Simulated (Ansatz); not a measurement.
# AlH5O3Si: up Jacob's ladder to CCSD(T)

Aim: compute AlH5O3Si with functionals from several rungs and with coupled cluster. The yardstick is the atomisation energy at the CCSD(T) limit.

The runs use Ansatz 0.2.0, Gaussian basis; functionals in def2-TZVPP, the program's frozen cores in correlated methods.

The runs, in order: LDA (SPW92), PBE-D4, revPBE-D4, BLYP-D4, r2SCAN-D4, B97M-V, PBE0-D4, B3LYP-D4, r2SCANh-D4, r2SCAN0-D4, HSE06-D4, BHLYP-D4, CAM-B3LYP-D4, LC-ωPBE, ωB97X-V, ωB97M-V, B2PLYP, PBE-QIDH; CCSD(T)/def2-SVP; CCSD(T)/def2-TZVPP; MP2/def2-QZVPP; extrapolation to the limit; RPA on PBE.

**1. Structure used throughout**

The geometry comes from an earlier relaxation with PBE0-D4 in a triple-zeta def2 set; it is a stationary point, not always the lowest conformer.

SMILES `[OH][Al]([OH])[O][SiH3]`, 10 atoms, charge 0, spin multiplicity 1.

Atoms are counted from 1 here; the program's logs count them from 0.

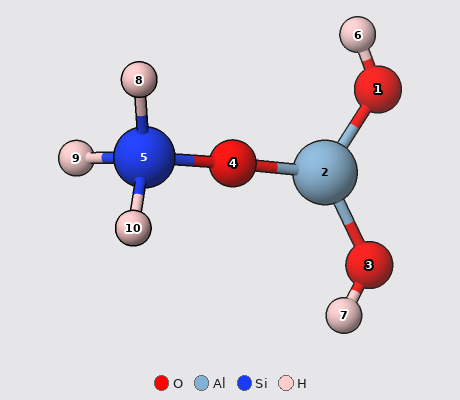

The structure; oxygen red, aluminium light blue, silicon blue, hydrogen pink; atoms are numbered from 1 in the order of the file.

**2. LDA**

This LDA is Slater exchange with PW92 correlation.

The input, in.yaml:

```yaml
crystal:
  periodic: [false, false, false]
  atoms:
    - {symbol: O, position_ang: [0.325758, 1.394363, -2.268100]}
    - {symbol: Al, position_ang: [0.865807, 0.534301, -0.924359]}
    - {symbol: O, position_ang: [2.533629, 0.376745, -0.748864]}
    - {symbol: O, position_ang: [-0.205876, -0.132309, 0.183278]}
    - {symbol: Si, position_ang: [-1.203821, -0.766102, 1.292587]}
    - {symbol: H, position_ang: [-0.601479, 1.536179, -2.447471]}
    - {symbol: H, position_ang: [2.931119, -0.091447, -0.017552]}
    - {symbol: H, position_ang: [-2.429113, 0.067850, 1.420065]}
    - {symbol: H, position_ang: [-1.601649, -2.142966, 0.894846]}
    - {symbol: H, position_ang: [-0.531373, -0.827712, 2.618470]}
basis:
  gaussian: {orbitals: def2-TZVPP}
hamiltonian: {xc: lda}
output: {orbitals: {seedname: orbitals}}
```

The run is started by

```sh
ansatz run in.yaml --threads 4 --pin off --events-out ev --progress --plain --max-ram 10444MiB
```

The runs that follow: PBE-D4 (GGA); revPBE-D4 (GGA); BLYP-D4 (GGA); r2SCAN-D4 (meta-GGA); B97M-V (meta-GGA); PBE0-D4 (hybrid); B3LYP-D4 (hybrid); r2SCANh-D4 (hybrid); r2SCAN0-D4 (hybrid); HSE06-D4 (hybrid); BHLYP-D4 (hybrid); CAM-B3LYP-D4 (range-separated); LC-ωPBE (range-separated); ωB97X-V (range-separated); ωB97M-V (range-separated); B2PLYP (double hybrid); PBE-QIDH (double hybrid); CCSD(T) in def2-SVP; CCSD(T) in def2-TZVPP; MP2 in def2-QZVPP; RPA on PBE orbitals.

Before running them: what should the planned runs give, taken together? Wanted: atomisation energy, CCSD(T)/CBS; farthest beyond LDA; mean size of error, GGA; mean size of error, meta-GGA; mean size of error, hybrid; mean size of error, range-separated; mean size of error, double hybrid; gap, smallest and largest; T1 diagnostic.

**Answer**, as computed:

| quantity | value |
| --- | --- |
| atomisation energy, CCSD(T)/CBS | 3800.0 kJ/mol |
| functionals within 19.0 kJ/mol (0.5 %) | CAM-B3LYP-D4 |
| farthest beyond LDA | BHLYP-D4 (-168.1 kJ/mol) |
| mean size of error, GGA | 76.3 kJ/mol |
| mean size of error, meta-GGA | 31.9 kJ/mol |
| mean size of error, hybrid | 102.4 kJ/mol |
| mean size of error, range-separated | 33.8 kJ/mol |
| mean size of error, double hybrid | 82.7 kJ/mol |
| gap, smallest and largest | 5.54 eV (LDA (SPW92)), 12.99 eV (LC-ωPBE) |
| T1 diagnostic | 0.0121 |
| triples share of the correlation energy | 3.2 % |

LDA overbinds by 449.6 kJ/mol (12 %). PBE-D4 misses by -37.7 kJ/mol. Double hybrids carry the basis error of their MP2 part in triple zeta, and no dispersion term here, so their miss is partly the set-up's. Taken by rung, meta-GGA functionals do best (31.9 kJ/mol on average) and hybrid ones worst beyond LDA (102.4 kJ/mol). The gap between the best rungs is small, so their order is not settled. The mean of the hybrids holds BHLYP, with half exact exchange. Misses under about 19.0 kJ/mol are within the doubt on the reference itself, which lacks core-valence correlation, relativity and higher excitations. Hartree-Fock recovers 72 % of the binding; the rest is correlation. CCSD(T) in def2-SVP is off by -316.1 kJ/mol, worse than the median functional, from the basis alone. Orbital gaps span 5.5 to 13.0 eV; exact exchange widens them.
